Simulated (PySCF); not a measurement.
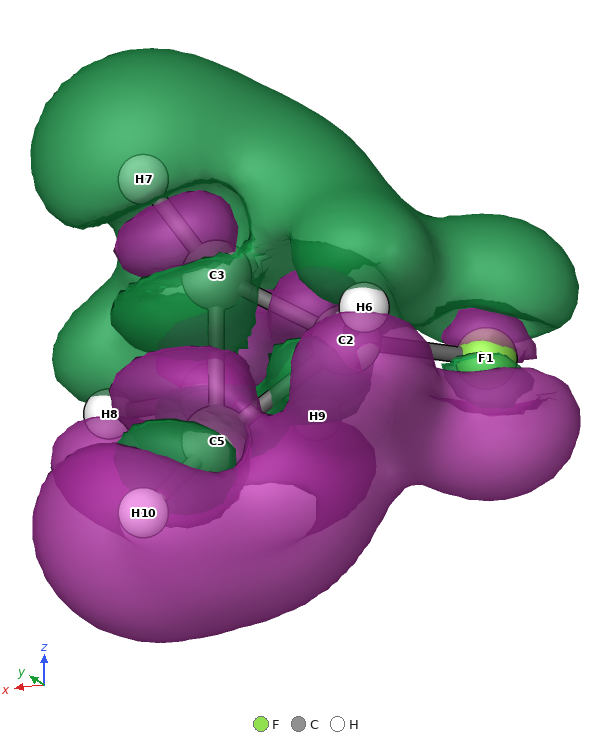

C$_{4}$H$_{5}$F, SMILES `F[CH]1[CH]2C[CH]12`. Change of the electron density in a uniform field of 0.51 V/Å, surfaces at ±0.002 e/Å³ (green: gain, purple: loss).

Level of theory: M06-2X/def2-SVPD (PySCF), at a geometry from GFN2-xTB. No frequency check shows the geometry to be a minimum.

The field was applied in both directions; the picture shows the one opposite to the script's first.

**Along which Cartesian direction does the field point?**

Along −z: electrons gather on the +z side, against the field.

**How large is the response?**

The induced dipole is 1.04 D (along the field); α along this axis, from the fields in both directions, is 41 bohr³ (6.1 Å³).
